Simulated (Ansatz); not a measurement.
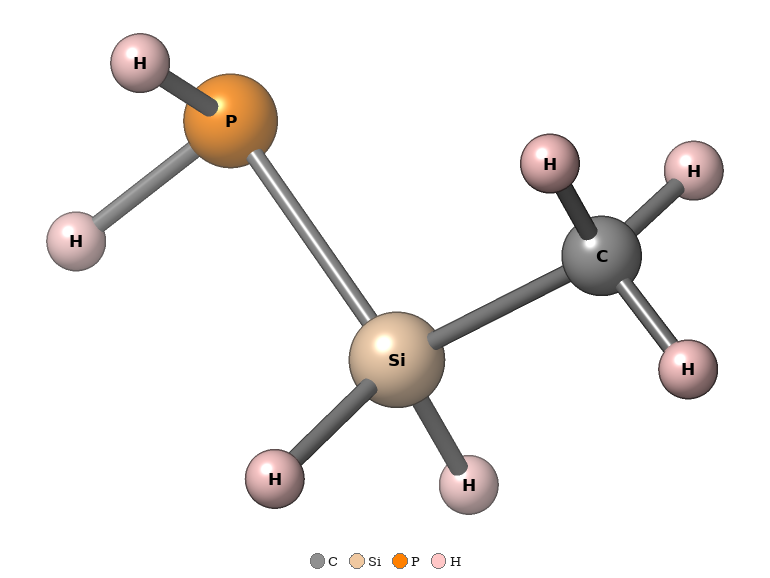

Distant atoms are faded towards the background colour. The geometry was computed by an optimisation with PBE0-D4/def2-TZVP.

> Which symmetry elements does this geometry have?

It has no symmetry element but the identity, so the point group is C1. The group has 1 operation. The geometry is chiral, and symmetry allows a dipole moment.
